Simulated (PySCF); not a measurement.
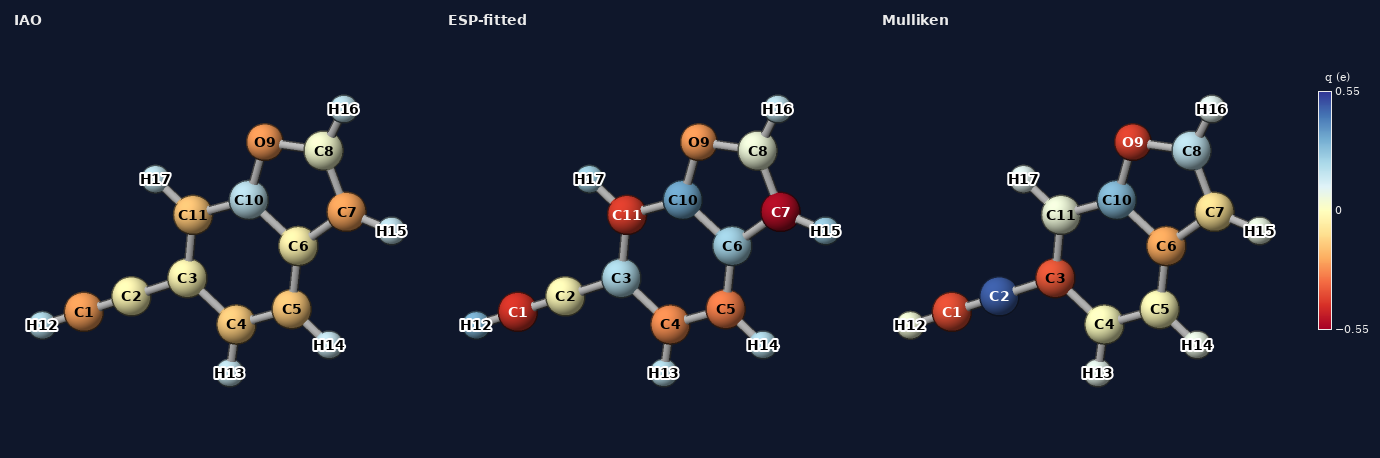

Atomic charges of one calculation by 3 schemes, on one colour scale. Computed geometry: GFN2-xTB optimisation. No frequency run is at hand to confirm it as a minimum. Method: PBE0/pcSseg-1 (PySCF 2.14.0).

### Which scheme gives the most polar picture (largest mean size of the charges)?

The ESP-fitted charges are the largest in size here, and the IAO charges the smallest.

### On which atom do the schemes disagree most?

On C3 (from −0.36 to 0.21 e).

List the charges (e), one line for each set of equivalent atoms.

```tsv
atom	IAO	ESP-fitted	Mulliken
C1	−0.24	−0.43	−0.38
C2	−0.02	−0.01	0.48
C3	−0.02	0.21	−0.36
C4	−0.15	−0.27	0.00
C5	−0.16	−0.30	−0.01
C6	−0.04	0.23	−0.22
C7	−0.23	−0.52	−0.09
C8	0.03	0.05	0.18
O9	−0.25	−0.25	−0.40
C10	0.18	0.33	0.29
C11	−0.17	−0.41	0.06
H12	0.20	0.31	0.04
H13	0.16	0.20	0.09
H14	0.16	0.20	0.08
H15	0.17	0.25	0.07
H16	0.18	0.18	0.10
H17	0.18	0.23	0.09
```
